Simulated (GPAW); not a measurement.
# KZnF3: optical spectrum from first principles, part 2 of 2

Wanted: where KZnF3 starts to absorb, how strongly, and its refractive index.

GPAW 26.7.0; DFT, PBE, plane-wave PAW (GPAW data sets), scalar-relativistic, RPA, optical limit.

So far. Step 2 (Ground state): There is a gap, 3.80 eV on this mesh (points off the mesh can give less), so no carriers' term is needed.

## (4) Dielectric function, RPA

Local fields let the induced charge screen the field inside the cell, which as a rule lowers ε, most along directions where the density is uneven.

This step: DFT, PBE, plane-wave PAW (GPAW data sets), scalar-relativistic, RPA, optical limit (GPAW 26.7.0).

df.py reads:

```python
from gpaw.response.df import DielectricFunction

df = DielectricFunction('full.gpw', frequencies={'type': 'nonlinear', 'domega0': 0.03, 'omega2': 8},
                        ecut=50,
                        eta=0.15,
                        nbands=53,
                        txt='df.txt')
for direction in ['x']:
    df.get_dielectric_function(xc='RPA', direction=direction, filename=f'df_{direction}.csv')
```

The run is started by

```
$ OMP_NUM_THREADS=1 python df.py
```

What it wrote:

```text
Using integrator: PointIntegrator
NonLinearFrequencyDescriptor(from 0.000 to 62.066 eV, 492 points)
Nonperiodic BCs:  [False False False]
Using integrator: PointIntegrator
NonLinearFrequencyDescriptor(from 0.000 to 62.066 eV, 492 points)
Nonperiodic BCs:  [False False False]

Calculating chi0 body with:
    Ground state adapter containing:
    Number of spins: 1
    Number of kpoints: 512
    Number of irreducible kpoints: 35
    Number of completely occupied states: 21
    Number of partially occupied states: 21

    Linear response parametrization:
    q_c: [0.0, 0.0, 0.0]
    Number of frequency points: 492
    Planewave cutoff: 50.0
    Number of bands: 53
    Number of planewaves: 57
    Broadening (eta): 0.15

Integrating chi0 body.

Symmetries of q_c:
    Direct symmetries (Uq -> q): 48
    Indirect symmetries (TUq -> q): 0
In total 48 allowed symmetries.

35 groups of equivalent kpoints. 93.1640625% reduction.

Integral kind: spectral function

Calculating chi0 optical extensions with:
    Ground state adapter containing:
    Number of spins: 1
    Number of kpoints: 512
    Number of irreducible kpoints: 35
    Number of completely occupied states: 21
    Number of partially occupied states: 21

    Linear response parametrization:
    Number of frequency points: 492
    Planewave cutoff: 50.0
    Number of bands: 53
    Number of planewaves: 57
    Broadening (eta): 0.15
Integrating chi0 head and wings.

Symmetries of q_c:
    Direct symmetries (Uq -> q): 48
    Indirect symmetries (TUq -> q): 0
In total 48 allowed symmetries.

35 groups of equivalent kpoints. 93.1640625% reduction.

Integral kind: spectral function wings
```

Elapsed: 16 s, on 1 thread of Arm Neoverse V1, shared host; peak memory 0.33 GiB.

This step gave:

- electronic dielectric constant ε∞, mean over x, y and z (by symmetry where fewer were run): 2.253
- main peak of Im epsilon, first axis: 13.05 eV

Some rows of df_x.csv (energy; Re and Im without local fields; Re and Im with them):

```text
0.000000, 2.358753, 0.000000, 2.253333, 0.000000
0.429336, 2.360715, 0.001377, 2.255224, 0.001327
0.878195, 2.367032, 0.002863, 2.261314, 0.002761
1.347938, 2.378553, 0.004529, 2.272430, 0.004372
1.840057, 2.396514, 0.006481, 2.289782, 0.006266
2.356191, 2.422781, 0.008889, 2.315203, 0.008613
2.898142, 2.460302, 0.012063, 2.351612, 0.011723
3.467895, 2.514116, 0.016625, 2.404012, 0.016221
4.067647, 2.593870, 0.024072, 2.482036, 0.023614
4.699832, 2.722056, 0.039288, 2.608244, 0.038826
5.367152, 2.978005, 0.096493, 2.862516, 0.096399
6.072622, 3.148640, 0.668419, 3.029670, 0.674455
6.819608, 2.967563, 1.124296, 2.841337, 1.133529
7.611886, 2.404966, 1.375539, 2.264343, 1.393491
8.453705, 2.249888, 1.205457, 2.089682, 1.218512
9.349861, 2.246951, 0.872595, 2.060530, 0.878881
10.305790, 2.449008, 1.050072, 2.216539, 1.029559
11.327680, 1.816967, 1.520714, 1.616380, 1.469887
12.422601, 2.337953, 1.030874, 2.017459, 0.932552
13.598673, 1.567103, 1.625374, 1.456774, 1.461990
```

The Im ε, E ∥ x has structure finer than the step of the table below, so its rows give means over 0.5 eV, whole bins alone (the curve runs from 0 to 14.0 eV). Peaks (eV: height): 6.99: 1.20, 7.44: 1.64, 11.10: 1.72, 13.08: 1.81.

Values under the direct gap are tails of Lorentzian lines. The Im ε, E ∥ x by photon energy; means over each step:

```
photon energy (eV)  Im ε, E ∥ x
               0.5      0.00155
               1.0      0.00317
               1.5      0.00494
               2.0      0.00696
               2.5      0.00939
               3.0       0.0125
               3.5       0.0166
               4.0       0.0227
               4.5       0.0330
               5.0       0.0552
               5.5        0.154
               6.0        0.576
               6.5        0.888
               7.0         1.10
               7.5         1.42
               8.0         1.28
               8.5         1.20
               9.0         1.05
               9.5        0.964
              10.0        0.999
              10.5         1.19
              11.0         1.58
              11.5         1.37
              12.0        0.956
              12.5         1.01
              13.0         1.65
              13.5         1.49
```

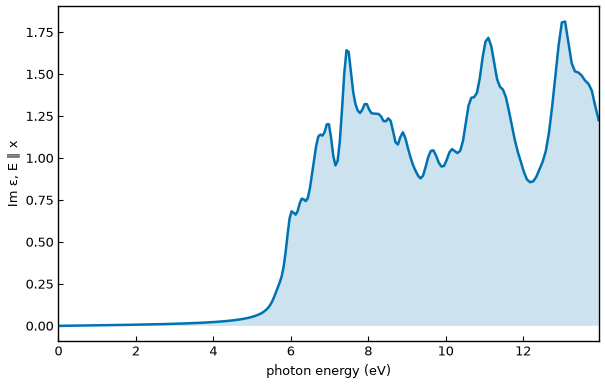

Im ε, E ∥ x against photon energy.

The Re ε, E ∥ x by photon energy:

```csv
photon energy (eV),"Re ε, E ∥ x"
0,2.25
1,2.26
2,2.30
3,2.36
4,2.47
5,2.70
6,3.11
7,2.65
8,2.21
9,1.92
10,2.18
11,2.11
12,1.60
13,1.97
```

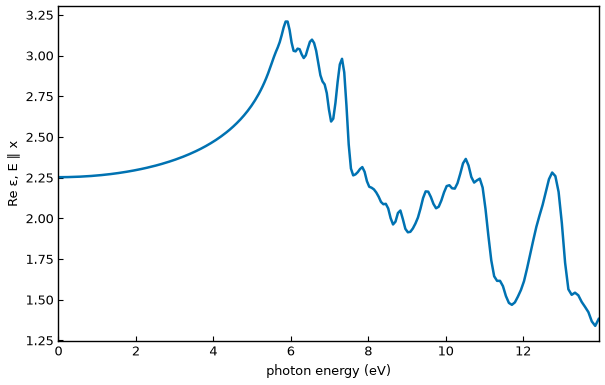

Re ε, E ∥ x against photon energy.

The reflectivity at normal incidence, E ∥ x has structure finer than the step of the table below, so its rows give means over 1 eV, whole bins alone (the curve runs from 0 to 14.0 eV). Peaks (eV: height): 6.7: 8.78, 7.4: 9.70, 11.0: 8.78, 13.0: 9.32.

The reflectivity at normal incidence, E ∥ x by photon energy; means over each step:

| photon energy (eV) | reflectivity at normal incidence, E ∥ x (%) |
| --- | --- |
| 1 | 4.06 |
| 2 | 4.21 |
| 3 | 4.48 |
| 4 | 4.97 |
| 5 | 5.99 |
| 6 | 7.89 |
| 7 | 8.46 |
| 8 | 7.15 |
| 9 | 5.52 |
| 10 | 5.87 |
| 11 | 7.75 |
| 12 | 4.88 |
| 13 | 7.75 |

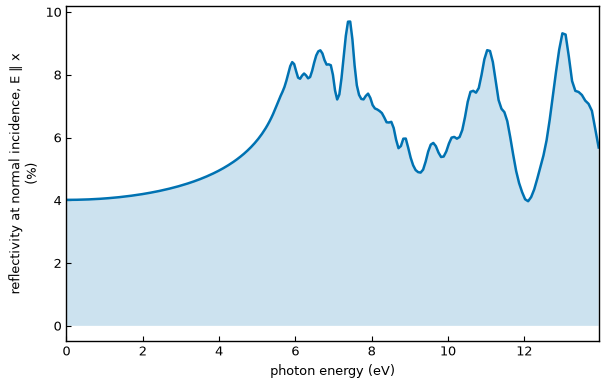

Reflectivity at normal incidence, E ∥ x, plotted against photon energy.

The loss function −Im 1/ε at q → 0, E ∥ x has structure finer than the step of the table below, so its rows give means over 1 eV, whole bins alone (the curve runs from 0 to 14.0 eV). Peaks (eV: height): 9.0: 0.224, 11.6: 0.334, 13.9: 0.373.

Values under the direct gap are tails of Lorentzian lines. The loss function −Im 1/ε at q → 0, E ∥ x by energy loss; means over each step:

| energy loss (eV) | loss function −Im 1/ε at q → 0, E ∥ x |
| --- | --- |
| 1 | 6.2e-4 |
| 2 | 0.00133 |
| 3 | 0.00225 |
| 4 | 0.00376 |
| 5 | 0.00817 |
| 6 | 0.0541 |
| 7 | 0.123 |
| 8 | 0.198 |
| 9 | 0.204 |
| 10 | 0.177 |
| 11 | 0.244 |
| 12 | 0.265 |
| 13 | 0.256 |

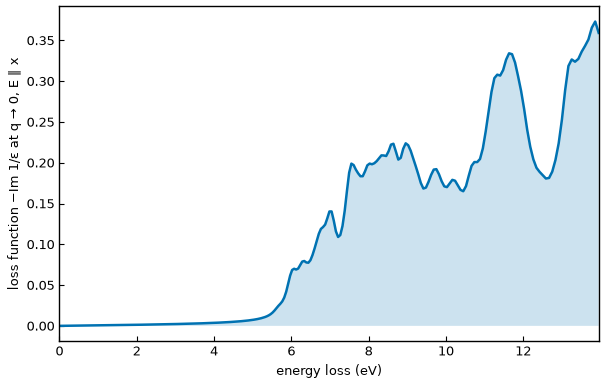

Loss function −Im 1/ε at q → 0, E ∥ x against energy loss.

Table of refractive index n and extinction k by photon energy:

```
photon energy (eV)     n        k
                 0  1.50        0
                 1  1.50  0.00105
                 2  1.52  0.00229
                 3  1.54  0.00404
                 4  1.57  0.00718
                 5  1.64   0.0163
                 6  1.77    0.188
                 7  1.67    0.354
                 8  1.55    0.421
                 9  1.44    0.377
                10  1.51    0.322
                11  1.55    0.536
                12  1.31    0.355
                13  1.52    0.593
```

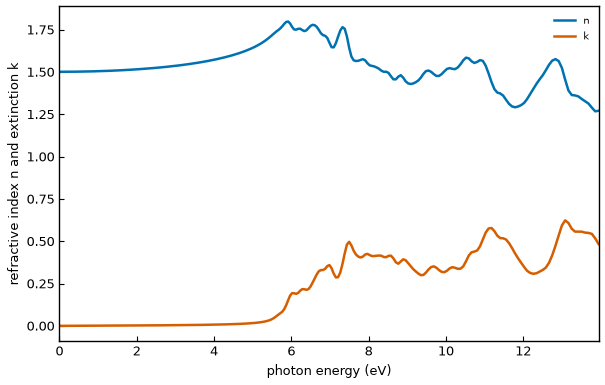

Refractive index n and extinction k against photon energy.

Optical constants at common wavelengths, from n + ik = √ε:

```csv
wavelength (nm),n,k,R (%),1/α
1064,1.51,0.001,4.1,68 µm
800,1.51,0.002,4.1,38 µm
633,1.51,0.002,4.2,23 µm
532,1.52,0.003,4.3,15 µm
405,1.54,0.004,4.5,7.7 µm
248,1.64,0.016,5.9,1.2 µm
193,1.75,0.216,8.1,71 nm
```

Below the direct gap, k and the depth come from the tails of the Lorentzian lines, not from transitions.

Rows near the edge hang on the gap, which this functional as a rule makes too small, and phonon-assisted absorption is left out.

## (5) Results

```
electronic dielectric constant ε∞, mean over x, y and z (by symmetry where fewer were run) (RPA) : 2.25
main peak of Im epsilon, first axis                                                              : 13.0 eV
```

At this level (PBE, RPA) KZnF3 has ε∞ = 2.25 and n = 1.50 at 1550 nm, and Im ε peaks at 13.0 eV. On the mesh the gap is 3.80 eV and the least direct gap 5.66 eV, so on this mesh the band edges lie at different points. Local fields change the static value along x from 2.36 to 2.25 (-4 %). Distinct maxima of Im ε, read by a parabola through the highest points, lie at 6.96 eV (1.2), 7.46 eV (1.7), 11.09 eV (1.7) and 13.05 eV (1.8). Excitons and phonon-assisted transitions are missing; PBE gaps are as a rule too small, which pulls the onset down and ε∞ up. The sum runs over mesh points, so small or evenly spaced maxima can still be ripples of the mesh. In this version of GPAW the matrix elements of the optical limit are incomplete, which can lower ε − 1 by up to a tenth where first-row anions or d states rule, and shift it by more in d metals.

[Machine, clock and banner lines and Python warnings are left out of the logs.]

[Logs are printed without paths, hosts, clocks, repeated set-up lines and the standing remarks that a program may print on its own settings, such as how far it seeks lower states.]

[Hosts, paths, dates, database ids (printed as entryN), source tags and the programs' standing remarks are cut or masked in the printed files.]
